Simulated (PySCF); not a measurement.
# HfCl₃⁺: structure of the singlet

Where does singlet HfCl₃⁺ go from a T-shaped start, is the end point a minimum, and what are its modes, charges and moments?

Program: PySCF 2.14.0. Level of theory: PBE0, basis Hf def2-TZVP with ECP60, Cl def2-TZVP, scalar-relativistic core potentials, no spin–orbit coupling, density fitting. These are calculated values, not measurements.

## 1. The system as given

4 atoms, charge 1, spin multiplicity 1.

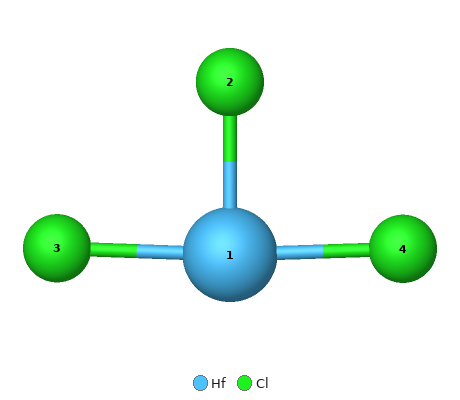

Start geometry, drawn with hafnium blue, chlorine green; atoms are numbered from 1 in the order of the file.

```xyz
4
charge 1 multiplicity 1
Hf    0.0000    0.0000    0.0000
Cl    0.0000    0.0000    2.4598
Cl    2.4583    0.0000    0.0858
Cl   -2.4583    0.0000    0.0858
```

## 2. First SCF at the start

The steps below are one call of a driver around PySCF. For each, scf.py gives the equivalent set-up of the SCF; relaxations use the driver's own optimiser. After this first run the driver tries any further starts and a stability analysis.

scf.py

```python
from pyscf import gto, scf, dft
mol = gto.M(atom='''
Hf     0.000000     0.000000     0.000000
Cl     0.000000     0.000000     2.459800
Cl     2.458300     0.000000     0.085800
Cl    -2.458300     0.000000     0.085800''',
    basis={'Hf': 'def2-TZVP', 'Cl': 'def2-TZVP'},
    ecp={'Hf': 'def2-TZVP'},
    charge=1, spin=0)
mf = dft.RKS(mol, xc='PBE0')
mf.grids.atom_grid = (50, 194)
aux = {'Hf': 'def2-universal-JKFIT', 'Cl': 'def2-universal-JKFIT'}
mf = mf.density_fit(auxbasis=aux)
mf.conv_tol = 1e-08
mf.diis_space = 10
mf.max_cycle = 60
mf.init_guess = 'minao'
mf.verbose = 4
mf.kernel()
```

The run is started by

```sh
OMP_NUM_THREADS=4 python axn.py task.json out
```

What it wrote:

```text
init E= -1409.64209038934
  HOMO = -0.463076649292669  LUMO = -0.309066979869139  gap/eV = 4.19082
cycle= 1 E= -1427.9692148018  delta_E= -18.3  |g|= 0.481  |ddm|= 5.97
  HOMO = -0.458420876571061  LUMO = -0.4457710260657  gap/eV = 0.34422
cycle= 2 E= -1424.80417069098  delta_E= 3.17  |g|= 3.41  |ddm|= 2.88
  HOMO = -0.485322936720582  LUMO = -0.379054712361081  gap/eV = 2.89171
cycle= 3 E= -1428.02553798432  delta_E= -3.22  |g|= 0.248  |ddm|= 2.64
  HOMO = -0.489760116527631  LUMO = -0.378242337746697  gap/eV = 3.03455
cycle= 4 E= -1428.0342109988  delta_E= -0.00867  |g|= 0.161  |ddm|= 0.324
  HOMO = -0.505909716062728  LUMO = -0.374768847609462  gap/eV = 3.56852
cycle= 5 E= -1428.04197929698  delta_E= -0.00777  |g|= 0.0236  |ddm|= 0.149
  HOMO = -0.503481926267964  LUMO = -0.369685824474311  gap/eV = 3.64078
cycle= 6 E= -1428.04209296885  delta_E= -0.000114  |g|= 0.0128  |ddm|= 0.0309
  HOMO = -0.504119226628589  LUMO = -0.370977332412327  gap/eV = 3.62298
cycle= 7 E= -1428.04213981495  delta_E= -4.68e-05  |g|= 0.00217  |ddm|= 0.0107
  HOMO = -0.504040691156969  LUMO = -0.37102389150413  gap/eV = 3.61957
cycle= 8 E= -1428.04214087504  delta_E= -1.06e-06  |g|= 0.000361  |ddm|= 0.00186
  HOMO = -0.503990774837464  LUMO = -0.371027784882778  gap/eV = 3.61811
cycle= 9 E= -1428.04214091744  delta_E= -4.24e-08  |g|= 0.000116  |ddm|= 0.000512
  HOMO = -0.503992529788862  LUMO = -0.37102952536188  gap/eV = 3.61811
cycle= 10 E= -1428.04214092265  delta_E= -5.21e-09  |g|= 2.24e-05  |ddm|= 0.00016
  HOMO = -0.503996562859236  LUMO = -0.371025824687767  gap/eV = 3.61832
Extra cycle  E= -1428.04214092255  delta_E= 9.91e-11  |g|= 3.71e-05  |ddm|= 6.94e-05
converged SCF energy = -1428.04214092255
```

This step, with its further starts and checks, needed 15 s of wall time on 4 threads of Arm Neoverse V1, shared host.

Energies from each starting density:

```csv
start,energy (Eh)
the minimal-basis guess,-1428.042141
a thermally smeared density,-1428.042141
a smeared PBE density,-1428.042141
```

The test of internal stability and the other starts found no lower closed-shell solution.

## 3. T-shaped start, singlet: relaxation

The program finds C2v symmetry in the start, which this walk keeps.

scf.py: that of step 2 with these lines changed.

```diff
@@ -3,4 +3,4 @@
-Hf     0.000000     0.000000     0.000000
-Cl     0.000000     0.000000     2.459800
-Cl     2.458300     0.000000     0.085800
-Cl    -2.458300     0.000000     0.085800''',
+Hf     0.000000     0.000000    -0.323033
+Cl     0.000000     0.000000     2.136767
+Cl     2.458300     0.000000    -0.237233
+Cl    -2.458300     0.000000    -0.237233''',
@@ -17 +16,0 @@
-mf.init_guess = 'minao'
```

Energy and gradient, step by step:

```csv
step,energy (Eh),change (kJ/mol),largest symmetric gradient (Eh/bohr)
0,-1428.042141,0.00,0.08912
1,-1428.077375,-92.51,0.05082
2,-1428.092229,-131.51,0.04022
3,-1428.101764,-156.54,0.02186
4,-1428.111408,-181.86,0.01630
5,-1428.114546,-190.10,0.00780
6,-1428.115370,-192.26,0.00522
7,-1428.115570,-192.79,0.00381
8,-1428.115608,-192.89,0.00031
9,-1428.115609,-192.89,0.00005
```

The walk took 32 s.

Positions (Å) and forces (eV/Å) along the way:

```
step 0
Hf   0.000   0.000  -0.323   0.000   0.000   4.583
Cl   0.000   0.000   2.137   0.000   0.000  -3.026
Cl   2.458   0.000  -0.237  -2.443   0.000  -0.778
Cl  -2.458   0.000  -0.237   2.443   0.000  -0.778
step 1
Hf   0.000   0.000  -0.194   0.000   0.000   2.613
Cl   0.000   0.000   2.113   0.000   0.000  -1.263
Cl   2.361   0.000  -0.290  -1.152   0.000  -0.675
Cl  -2.361   0.000  -0.290   1.152   0.000  -0.675
step 5
Hf   0.000   0.000   0.259   0.000   0.000   0.401
Cl   0.000   0.000   2.539   0.000   0.000  -0.388
Cl   2.062   0.000  -0.729  -0.305   0.000  -0.007
Cl  -2.062   0.000  -0.729   0.305   0.000  -0.007
step 9
Hf   0.000   0.000   0.330   0.000   0.000   0.002
Cl   0.000   0.000   2.599   0.000   0.000  -0.003
Cl   1.972   0.000  -0.795   0.000   0.000   0.000
Cl  -1.972   0.000  -0.795   0.000   0.000   0.000
```

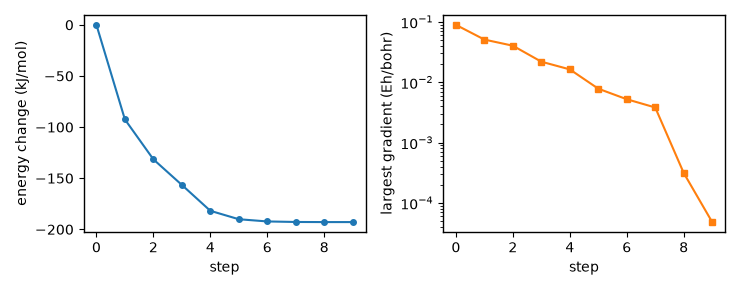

Energy and largest gradient along the walk.

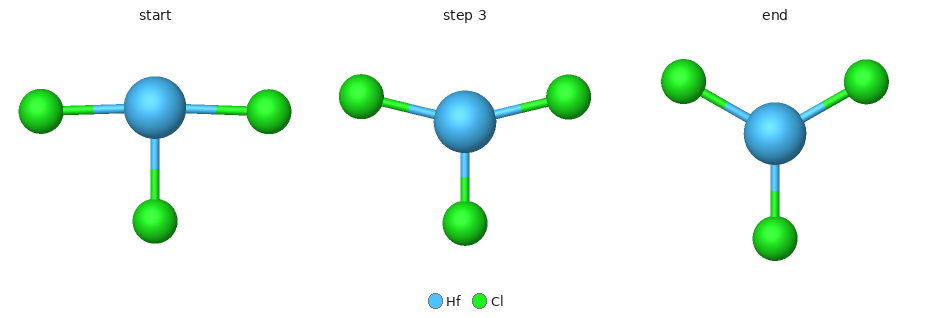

The geometry along the walk, at one scale.

After 9 steps and 192.9 kJ/mol it ends at D3h: Hf–Cl 2.270 Å (×3); Cl–Hf–Cl 119.7° (×2), Cl–Hf–Cl 120.6°.

## 4. Hessian and properties

On the finer grid the gradient is checked again; gradients at displacements of ±0.02 bohr then give force constants and infrared intensities.

scf.py: that of step 3 with these lines changed.

```diff
@@ -3,4 +3,4 @@
-Hf     0.000000     0.000000    -0.323033
-Cl     0.000000     0.000000     2.136767
-Cl     2.458300     0.000000    -0.237233
-Cl    -2.458300     0.000000    -0.237233''',
+Hf    -0.000000     0.000000     0.000000
+Cl    -0.000000     0.000000     2.269805
+Cl     1.965709     0.000000    -1.134903
+Cl    -1.965709     0.000000    -1.134903''',
@@ -11 +11 @@
-mf.grids.atom_grid = (50, 194)
+mf.grids.atom_grid = (75, 302)
@@ -14 +14 @@
-mf.conv_tol = 1e-08
+mf.conv_tol = 1e-10
```

The driver hands on the density of the step before, so the log starts near convergence.

Log of the central SCF (cycles and frontier levels):

```text
init E= -1428.11584430223
  HOMO = -0.545629917019836  LUMO = -0.348545189997116  gap/eV = 5.36295
cycle= 1 E= -1428.11584430223  delta_E= 2.05e-12  |g|= 2.02e-06  |ddm|= 2.79e-06
  HOMO = -0.545629903748386  LUMO = -0.348545498815255  gap/eV = 5.36294
Extra cycle  E= -1428.11584430223  delta_E= 2.73e-12  |g|= 3.1e-06  |ddm|= 4.14e-06
converged SCF energy = -1428.11584430223
```

The whole step took 35 s.

Geometry: D3h; Hf–Cl 2.270 Å (×3); Cl–Hf–Cl 120.0° (×3).

Harmonic modes (main isotopes):

```
symmetry  ω (cm⁻¹)  IR (km/mol)
    a2''       65i         18.7
      e'        94          1.0
     a1'       422          0.0
      e'       448          178
```

1 mode is imaginary, the largest at 65i cm⁻¹: a saddle point, not a minimum.

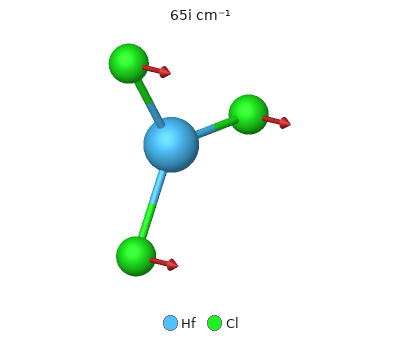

The imaginary mode, as arrows.

Constants and moments:

```
Dipole moment about the centre of mass                          : 0.00 D
Highest occupied level                                          : -14.85 eV
Lowest empty level                                              : -9.48 eV
Rotational constants                                            : 0.06238, 0.06238, 0.03119 cm⁻¹
Zero-point energy (real modes)                                  : 9.0 kJ/mol
Principal polarisabilities                                      : 44.1, 79.8, 79.8 bohr³
Principal traceless quadrupole moments about the centre of mass : -1.44, -1.44, 2.88 D Å
```

Populations by atom (charges in e):

```json
{"atom": "Hf1", "Mulliken": "1.42", "Löwdin": "0.26", "polar tensor": "2.42", "Mayer order to Hf1": "–"}
{"atom": "Cl2,3,4", "Mulliken": "-0.14", "Löwdin": "0.25", "polar tensor": "-0.47", "Mayer order to Hf1": "1.39"}
```

Outer orbital energies (eV). occupied: -16.45, -16.45, -15.65, -15.65, -15.24, -15.24, -15.23, -14.85; empty: -9.48, -8.25, -8.25, -6.74.

Mulliken populations on Hf1 (outside its core potential): s 2.35, p 6.33, d 1.78, f 0.12.

## 5. Downhill along the imaginary mode

The start is the last point, displaced along its most imaginary mode.

The program finds C3v symmetry in the start, which this walk keeps. Threshold on the gradient: 0.0003 Eh/bohr, with a further test on the energy change.

scf.py: that of step 4 with these lines changed.

```diff
@@ -3,4 +3,4 @@
-Hf    -0.000000     0.000000     0.000000
-Cl    -0.000000     0.000000     2.269805
-Cl     1.965709     0.000000    -1.134903
-Cl    -1.965709     0.000000    -1.134903''',
+Hf     0.000000    -0.145747     0.000000
+Cl     0.000000     0.250000     2.269805
+Cl     1.965709     0.250000    -1.134903
+Cl    -1.965709     0.250000    -1.134903''',
@@ -11 +11 @@
-mf.grids.atom_grid = (75, 302)
+mf.grids.atom_grid = (50, 194)
@@ -14 +14 @@
-mf.conv_tol = 1e-10
+mf.conv_tol = 1e-08
```

The optimiser's trace:

```csv
step,energy (Eh),change (kJ/mol),largest symmetric gradient (Eh/bohr)
0,-1428.116692,0.00,0.01589
1,-1428.118970,-5.98,0.00487
2,-1428.120335,-9.56,0.00284
3,-1428.120393,-9.72,0.01378
4,-1428.121057,-11.46,0.00309
5,-1428.121137,-11.67,0.00069
6,-1428.121147,-11.70,0.00021
7,-1428.121147,-11.70,0.00001
```

The walk took 27 s.

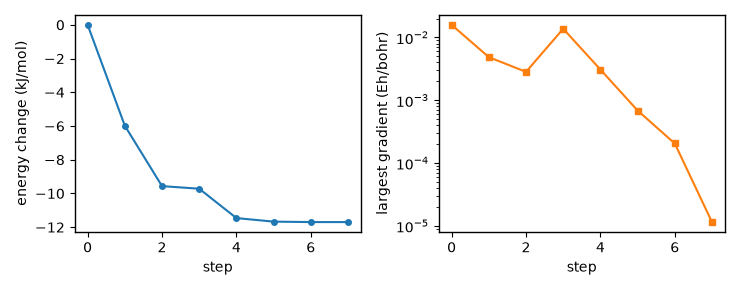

How energy and gradient fall.

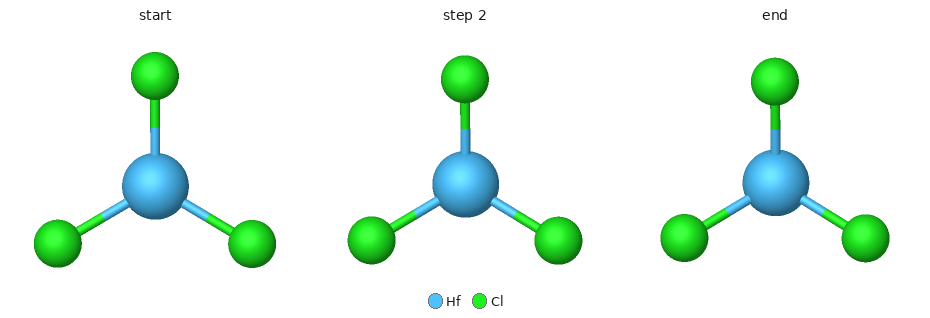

Start and end of the relaxation, with a step between.

After 7 steps and 11.7 kJ/mol it ends at C3v: Hf–Cl 2.256 Å (×3); Cl–Hf–Cl 108.7° (×3).

## 6. Frequencies

As before: finer grid, then central differences.

scf.py: that of step 5 with these lines changed.

```diff
@@ -3,4 +3,4 @@
-Hf     0.000000    -0.145747     0.000000
-Cl     0.000000     0.250000     2.269805
-Cl     1.965709     0.250000    -1.134903
-Cl    -1.965709     0.250000    -1.134903''',
+Hf    -0.000000    -0.270474     0.000000
+Cl     0.000000     0.488035     2.124750
+Cl     1.840087     0.488035    -1.062375
+Cl    -1.840087     0.488035    -1.062375''',
@@ -11 +11 @@
-mf.grids.atom_grid = (50, 194)
+mf.grids.atom_grid = (75, 302)
@@ -14 +14 @@
-mf.conv_tol = 1e-08
+mf.conv_tol = 1e-10
```

SCF at the final geometry:

```text
init E= -1428.12116597871
  HOMO = -0.536094409343279  LUMO = -0.329831422873114  gap/eV = 5.61270
cycle= 1 E= -1428.12116597871  delta_E=    0  |g|= 1.91e-06  |ddm|= 2.24e-06
  HOMO = -0.536094269204279  LUMO = -0.32983194610638  gap/eV = 5.61268
Extra cycle  E= -1428.12116597871  delta_E= 5.91e-12  |g|= 3.96e-06  |ddm|= 4.52e-06
converged SCF energy = -1428.12116597871
```

The whole step needed 57 s of wall time on 4 threads of Arm Neoverse V1, shared host.

Geometry: C3v; Hf–Cl 2.256 Å (×3); Cl–Hf–Cl 109.3° (×3).

Modes, for the most abundant isotopes:

```
symmetry  ω (cm⁻¹)  IR (km/mol)  μ (u)     type
      a1        84          7.1  45.94     bend
       e       113          0.9  38.05     bend
      a1       439          5.6  37.12  stretch
       e       444          158  42.37  stretch
```

μ is the mass of the mode for normalised Cartesian displacements, not the reduced mass of the usual diatomic formula.

Every mode is real; the point is a minimum.

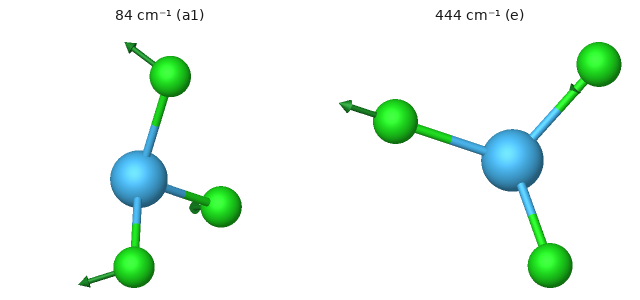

Displacements of 2 of the modes, as arrows (one member where a mode is degenerate).

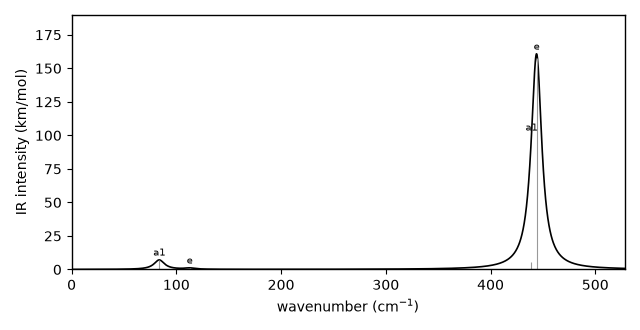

The harmonic infrared spectrum (widths in cm⁻¹). Lines are broadened to a width of 12 cm⁻¹ (Lorentzian).

Properties at this point:

* Dipole moment about the centre of mass: 3.62 D
* Highest occupied level: -14.59 eV
* Lowest empty level: -8.98 eV
* Rotational constants: 0.06132, 0.06132, 0.03559 cm⁻¹
* Zero-point energy: 9.8 kJ/mol
* Principal polarisabilities: 45.4, 77.6, 77.6 bohr³
* Principal traceless quadrupole moments about the centre of mass: -2.03, -2.03, 4.05 D Å
* Entropy at 298.15 K and 1 bar: 344.2 J/(mol K)
* Heat capacity Cp at 298.15 K: 75.0 J/(mol K)
* Enthalpy at 298.15 K above 0 K: 17.79 kJ/mol
* Rotational symmetry number: 3

Charges (e) and bond orders:

```csv
atom,Mulliken,Löwdin,polar tensor,Mayer order to Hf1
Hf1,1.37,0.19,2.27,–
"Cl2,3,4",-0.12,0.27,-0.42,1.42
```

Mulliken populations on Hf1 (outside its core potential): s 2.37, p 6.27, d 1.87, f 0.12.

## 7. Would spin polarisation lower it?

At the lowest minimum the closed shell is tested against spin polarisation, on the (50, 194) grid. It is stable.

## 8. The points found, side by side

| spin | group | bonds | imaginary modes (cm⁻¹) | ΔE (kJ/mol) | with zero-point energy |
| --- | --- | --- | --- | --- | --- |
| singlet | C3v | Hf–Cl 2.256 Å (×3) | none | 0.0 | 0.0 |
| singlet | D3h | Hf–Cl 2.270 Å (×3) | 65i | 14.0 | – |

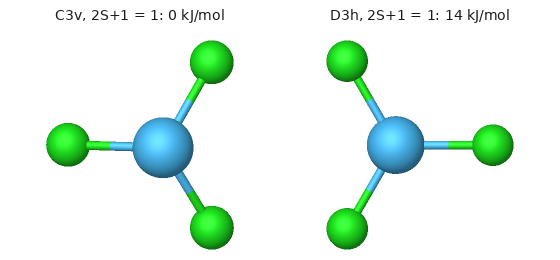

The points, lowest first (hafnium blue, chlorine green).

## 9. Results

```
                            quantity                                     value
                             minimum                              singlet, C3v
                            geometry  Hf–Cl 2.256 Å (×3); Cl–Hf–Cl 109.3° (×3)
                  wavenumbers (cm⁻¹)       84 (a1), 113 (e), 439 (a1), 444 (e)
      dipole moment (centre of mass)                                    3.62 D
highest occupied, lowest empty level                          -14.59, -8.98 eV
          polar-tensor charge of Hf1                                   +2.27 e
                   zero-point energy                                9.8 kJ/mol
                 entropy at 298.15 K                           344.2 J/(mol K)
```

**Reading.** The T-shaped start (C2v) ends in a minimum of C3v symmetry, after a stop at a saddle point 14.0 kJ/mol higher, from which it was pushed off along an imaginary mode. In the infrared the band at 444 cm⁻¹ (e, stretch) leads. Other starts or spin states, not run here, may lie lower. With an element this heavy the missing spin–orbit coupling can shift these numbers.

The search up to here took 2.9 min.
